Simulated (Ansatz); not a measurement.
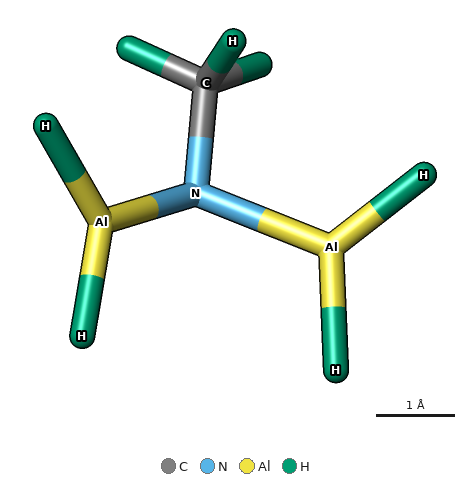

Figure 1. The starting structure (stick view, seen at a tilt). Sticks mark near contacts. Bond lengths as drawn: Al–H 1.53 to 1.66 Å, Al–N 1.91 to 1.97 Å, C–H 1.07 to 1.16 Å and C–N 1.44 Å.

## Geometry relaxation, with input and output: CH₇Al₂N (part 1 of 2)

The run: geometry relaxation of CH₇Al₂N. Method and program: RKS PBE0-D4/cc-pVDZ (Ansatz 0.2.0).

It belongs to a series of runs on one base structure; here: end point A relaxed.

## The input
```yaml
crystal:
  periodic: [false, false, false]
  atoms:
    - { symbol: C, position_ang: [-0.2692, 1.3638, 0.0132] }
    - { symbol: "N", position_ang: [-0.6632, -0.0052, -0.1836] }
    - { symbol: Al, position_ang: [-0.3822, -0.9838, 1.4268] }
    - { symbol: Al, position_ang: [0.5411, -0.7857, -1.5274] }
    - { symbol: H, position_ang: [0.7486, 1.531, 0.2851] }
    - { symbol: H, position_ang: [-0.4979, 1.9842, -0.943] }
    - { symbol: H, position_ang: [-0.9448, 1.8609, 0.7831] }
    - { symbol: H, position_ang: [-0.5999, -2.5379, 1.4825] }
    - { symbol: H, position_ang: [0.2432, -0.2228, 2.7662] }
    - { symbol: H, position_ang: [1.6056, 0.0773, -2.2055] }
    - { symbol: H, position_ang: [0.2842, -2.3388, -1.8768] }
basis:
  gaussian: { orbitals: cc-pVDZ }
hamiltonian:
  xc: pbe0
  dispersion: d4
relax:
  f_tol: 0.015
  max_steps: 40
output:
  orbitals: {}
```

Machine: 2 threads of Arm Neoverse V1, 24 GiB of memory available, shared host.

Launched with:
```bash
ansatz run input.yaml --threads 2 --pin off --max-ram 3072MiB --backend cpu --events-out ev --progress --plain --runs-dir out
```

## Output
```
The last accepted step is kept in [file] (removed where the run ends without a failure and the disk answers)
Engine: ansatz 0.2.0, aarch64-unknown-linux-gnu
Functional definition: PBE0
  parameter a = 0.25
  parameter kappa = 0.804
  parameter beta = 0.06672455060314922
  exchange = (1 - a)*pbe_x(kappa = kappa, mu = beta*pi^2/3) + a*exact_x
  correlation = pbe_c(beta = beta)
1085 factors; integrals over basis functions are off by at most 2.9e-4 eV
mean field evaluation 1: about -15817.2802 eV, gradient 5.7e1 eV
mean field evaluation 2: about -15779.8099 eV, gradient 1.2e2 eV
mean field evaluation 4: about -15824.8008 eV, gradient 8.1e0 eV
mean field evaluation 8: about -15824.9812 eV, gradient 9.8e-2 eV
mean field -15824.98119282 eV, -581.5573322788 hartree, gradient 2.4e-5 eV, S^2 0.000000; 0 other end points of the search recorded, 0 dependent functions left out
the calculation of the forces begins
reference -15824.98123030 eV, -581.5573336560 hartree; 23, 23 occupied and 76, 76 virtual orbitals, 1085 factors
relax step   1: F+E_penalty+E_count = -15825.17337022 eV  Δ(F+E_penalty+E_count) = +0.000e0 eV  max|allowed force component| = 2.723e0 eV/Å  Δτ_max = 0.0000 Å  (25 SCF iters, accepted)
these checks for a lower state are left out or cut short: starts, cluster_reference, orbital_swaps, neighbouring_geometries, increment
1085 factors; integrals over basis functions are off by at most 3.6e-4 eV
mean field evaluation 16: about -15825.1214 eV, gradient 8.3e0 eV
mean field -15825.50312660 eV, -581.5765129912 hartree, gradient 2.1e-5 eV, S^2 0.000000; 0 other end points of the search recorded, 0 dependent functions left out
the calculation of the forces begins
reference -15825.50316444 eV, -581.5765143820 hartree; 23, 23 occupied and 76, 76 virtual orbitals, 1085 factors
relax step   2: F+E_penalty+E_count = -15825.69436891 eV  Δ(F+E_penalty+E_count) = -5.210e-1 eV  max|allowed force component| = 1.145e0 eV/Å  Δτ_max = 0.1929 Å  (27 SCF iters, accepted)
these checks for a lower state are left out or cut short: starts, cluster_reference, orbital_swaps, neighbouring_geometries, increment
1085 factors; integrals over basis functions are off by at most 4.0e-4 eV
mean field -15825.68685403 eV, -581.5832648498 hartree, gradient 1.1e-5 eV, S^2 0.000000; 0 other end points of the search recorded, 0 dependent functions left out
the calculation of the forces begins
reference -15825.68689178 eV, -581.5832662371 hartree; 23, 23 occupied and 76, 76 virtual orbitals, 1085 factors
relax step   3: F+E_penalty+E_count = -15825.87968080 eV  Δ(F+E_penalty+E_count) = -1.853e-1 eV  max|allowed force component| = 7.269e-1 eV/Å  Δτ_max = 0.1751 Å  (28 SCF iters, accepted)
these checks for a lower state are left out or cut short: starts, cluster_reference, orbital_swaps, neighbouring_geometries, increment
1085 factors; integrals over basis functions are off by at most 3.9e-4 eV
mean field evaluation 32: about -15825.7646 eV, gradient 1.6e-1 eV
mean field -15825.76478502 eV, -581.5861287609 hartree, gradient 1.7e-5 eV, S^2 0.000000; 0 other end points of the search recorded, 0 dependent functions left out
the calculation of the forces begins
reference -15825.76482271 eV, -581.5861301458 hartree; 23, 23 occupied and 76, 76 virtual orbitals, 1085 factors
relax step   4: F+E_penalty+E_count = -15825.95740084 eV  Δ(F+E_penalty+E_count) = -7.772e-2 eV  max|allowed force component| = 5.157e-1 eV/Å  Δτ_max = 0.1999 Å  (27 SCF iters, accepted)
these checks for a lower state are left out or cut short: starts, cluster_reference, orbital_swaps, neighbouring_geometries, increment
1085 factors; integrals over basis functions are off by at most 4.1e-4 eV
mean field -15825.82143771 eV, -581.5882107088 hartree, gradient 1.3e-5 eV, S^2 0.000000; 0 other end points of the search recorded, 0 dependent functions left out
the calculation of the forces begins
reference -15825.82147573 eV, -581.5882121060 hartree; 23, 23 occupied and 76, 76 virtual orbitals, 1085 factors
relax step   5: F+E_penalty+E_count = -15826.01300881 eV  Δ(F+E_penalty+E_count) = -5.561e-2 eV  max|allowed force component| = 1.226e-1 eV/Å  Δτ_max = 0.1967 Å  (28 SCF iters, accepted)
these checks for a lower state are left out or cut short: starts, cluster_reference, orbital_swaps, neighbouring_geometries, increment
1085 factors; integrals over basis functions are off by at most 4.0e-4 eV
mean field -15825.86067149 eV, -581.5896525238 hartree, gradient 1.4e-5 eV, S^2 0.000000; 0 other end points of the search recorded, 0 dependent functions left out
the calculation of the forces begins
reference -15825.86070972 eV, -581.5896539284 hartree; 23, 23 occupied and 76, 76 virtual orbitals, 1085 factors
relax step   6: F+E_penalty+E_count = -15826.05240148 eV  Δ(F+E_penalty+E_count) = -3.939e-2 eV  max|allowed force component| = 7.387e-2 eV/Å  Δτ_max = 0.2000 Å  (28 SCF iters, accepted)
these checks for a lower state are left out or cut short: starts, cluster_reference, orbital_swaps, neighbouring_geometries, increment
1085 factors; integrals over basis functions are off by at most 4.0e-4 eV
mean field -15825.87308634 eV, -581.5901087609 hartree, gradient 1.4e-5 eV, S^2 0.000000; 0 other end points of the search recorded, 0 dependent functions left out
the calculation of the forces begins
reference -15825.87312439 eV, -581.5901101591 hartree; 23, 23 occupied and 76, 76 virtual orbitals, 1085 factors
relax step   7: F+E_penalty+E_count = -15826.06561763 eV  Δ(F+E_penalty+E_count) = -1.322e-2 eV  max|allowed force component| = 1.404e-1 eV/Å  Δτ_max = 0.2000 Å  (26 SCF iters, accepted)
these checks for a lower state are left out or cut short: starts, cluster_reference, orbital_swaps, neighbouring_geometries, increment
1085 factors; integrals over basis functions are off by at most 4.0e-4 eV
mean field evaluation 64: about -15825.8873 eV, gradient 2.4e-5 eV
mean field -15825.88728959 eV, -581.5906307208 hartree, gradient 2.4e-5 eV, S^2 0.000000; 0 other end points of the search recorded, 0 dependent functions left out
the calculation of the forces begins
reference -15825.88732772 eV, -581.5906321219 hartree; 23, 23 occupied and 76, 76 virtual orbitals, 1085 factors
relax step   8: F+E_penalty+E_count = -15826.07927250 eV  Δ(F+E_penalty+E_count) = -1.365e-2 eV  max|allowed force component| = 1.184e-2 eV/Å  Δτ_max = 0.1109 Å  (27 SCF iters, accepted)
these checks for a lower state are left out or cut short: starts, cluster_reference, orbital_swaps, neighbouring_geometries, increment
1085 factors; integrals over basis functions are off by at most 4.0e-4 eV
mean field -15825.88825060 eV, -581.5906660372 hartree, gradient 2.4e-5 eV, S^2 0.000000; 0 other end points of the search recorded, 0 dependent functions left out
the calculation of the forces begins
reference -15825.88828873 eV, -581.5906674386 hartree; 23, 23 occupied and 76, 76 virtual orbitals, 1085 factors
relax step   9: F+E_penalty+E_count = -15826.08016150 eV  Δ(F+E_penalty+E_count) = -8.890e-4 eV  max|allowed force component| = 2.923e-2 eV/Å  Δτ_max = 0.0679 Å  (27 SCF iters, accepted)
these checks for a lower state are left out or cut short: starts, cluster_reference, orbital_swaps, neighbouring_geometries, increment
1085 factors; integrals over basis functions are off by at most 4.0e-4 eV
mean field -15825.88834365 eV, -581.5906694568 hartree, gradient 1.2e-5 eV, S^2 0.000000; 0 other end points of the search recorded, 0 dependent functions left out
the calculation of the forces begins
reference -15825.88838177 eV, -581.5906708576 hartree; 23, 23 occupied and 76, 76 virtual orbitals, 1085 factors
relax step  10: F+E_penalty+E_count = -15826.08030720 eV  Δ(F+E_penalty+E_count) = -1.457e-4 eV  max|allowed force component| = 9.828e-3 eV/Å  Δτ_max = 0.0080 Å  (23 SCF iters, accepted)
```

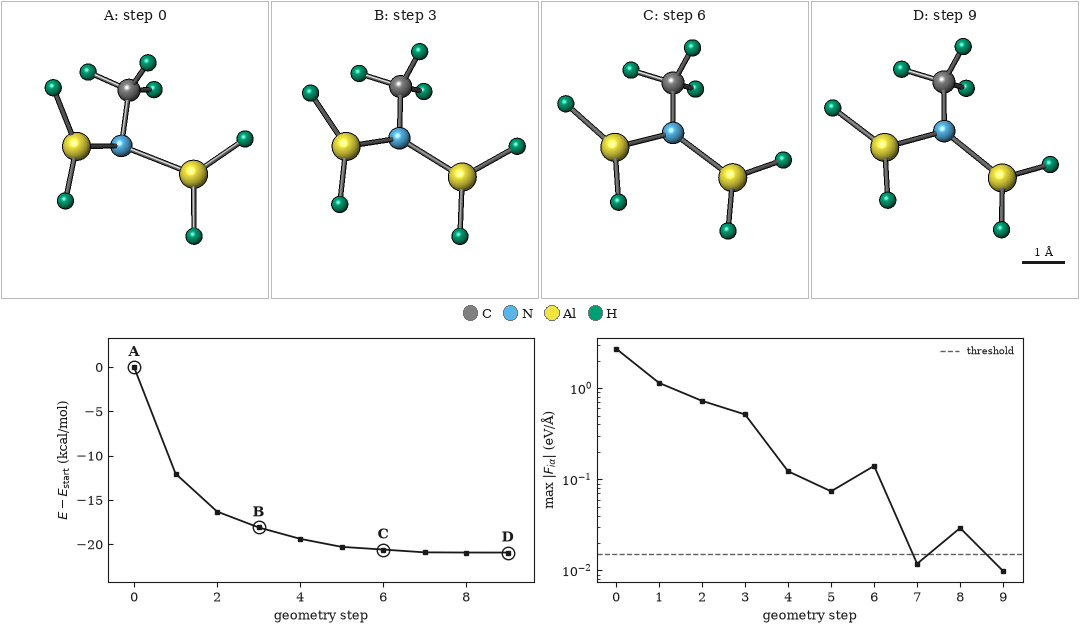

Figure 2. Frames of the relaxation (ball-and-stick view, seen at a tilt) above the curves, on which the letters mark them (the first geometry is step 0 here and step 1 in the log).

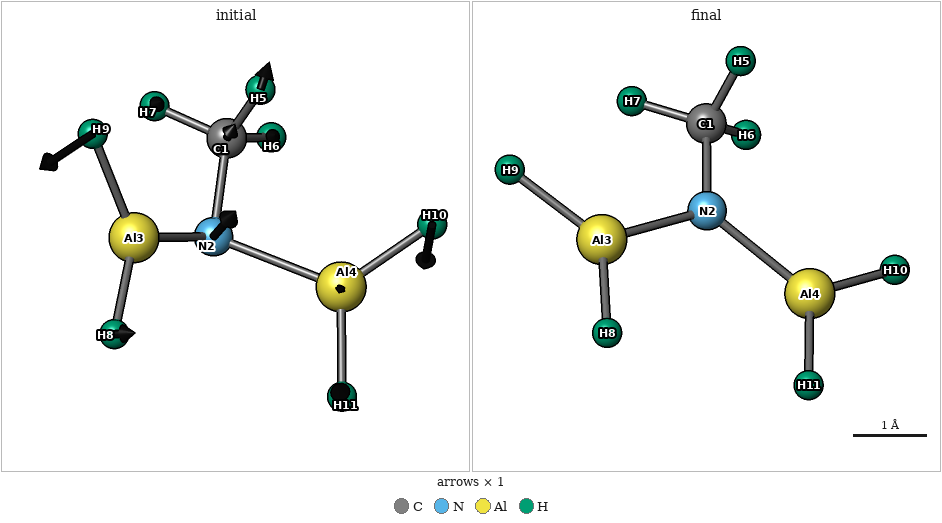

Figure 3. Before (left) and after (right) the relaxation, at one scale (ball-and-stick view, seen at a tilt). The black arrows give the displacements, at true length. The largest move after the best rigid fit is that of H9, 1.14 Å. Largest moves by element: H 1.14 Å, N 0.73 Å, C 0.28 Å, Al 0.11 Å. Among the contacts that change: N2–Al4 1.966 → 1.819 Å, N2–Al3 1.905 → 1.818 Å, Al3–H9 1.663 → 1.595 Å, Al4–H10 1.529 → 1.595 Å. Among the angles that change: Al3–N2–Al4 106.5° → 120.2°, C1–N2–Al4 107.7° → 119.9°, C1–N2–Al3 109.4° → 119.8°. After 9 geometry steps the energy has fallen by 20.9 kcal/mol. Largest force component: 2.7 eV/Å at the start, 0.0098 eV/Å at the end. (Atoms are counted from 1 in the order of the input.)

```
1085 factors; integrals over basis functions are off by at most 4.0e-4 eV
mean field -15825.88834365 eV, -581.5906694568 hartree, gradient 1.2e-5 eV, S^2 0.000000; 1 other end points of the search recorded, 0 dependent functions left out
the calculation of the forces begins
reference -15825.88838177 eV, -581.5906708576 hartree; 23, 23 occupied and 76, 76 virtual orbitals, 1085 factors
Total energy: -15826.08034531 eV, -581.5977253878 hartree
Atom 0 at    -0.000425     1.441908     0.090736 Å, force     0.009828    -0.004364     0.005124 eV/Å
Atom 1 at     0.045045    -0.023826     0.011301 Å, force    -0.005690     0.001008    -0.003437 eV/Å
Atom 2 at    -0.411742    -1.022284     1.460395 Å, force     0.004577     0.001842     0.001329 eV/Å
Atom 3 at     0.451583    -0.834248    -1.565247 Å, force     0.007269     0.001906     0.004566 eV/Å
Atom 4 at     0.986534     1.867741     0.344412 Å, force    -0.004385    -0.002434    -0.001167 eV/Å
Atom 5 at    -0.310467     1.897944    -0.864853 Å, force    -0.001826     0.001040    -0.000699 eV/Å
Atom 6 at    -0.707455     1.790065     0.862938 Å, force    -0.001996     0.001619    -0.001918 eV/Å
Atom 7 at    -0.304829    -2.604327     1.341485 Å, force    -0.000952     0.000009    -0.001005 eV/Å
Atom 8 at    -0.906846    -0.246862     2.763268 Å, force    -0.002198    -0.000107     0.001643 eV/Å
Atom 9 at     0.691676     0.098936    -2.836171 Å, force    -0.002584    -0.000307    -0.003336 eV/Å
Atom 10 at     0.532425    -2.422048    -1.587665 Å, force    -0.002043    -0.000213    -0.001100 eV/Å
Dipole moment:     0.009759     0.188754     0.012084 e Å
```
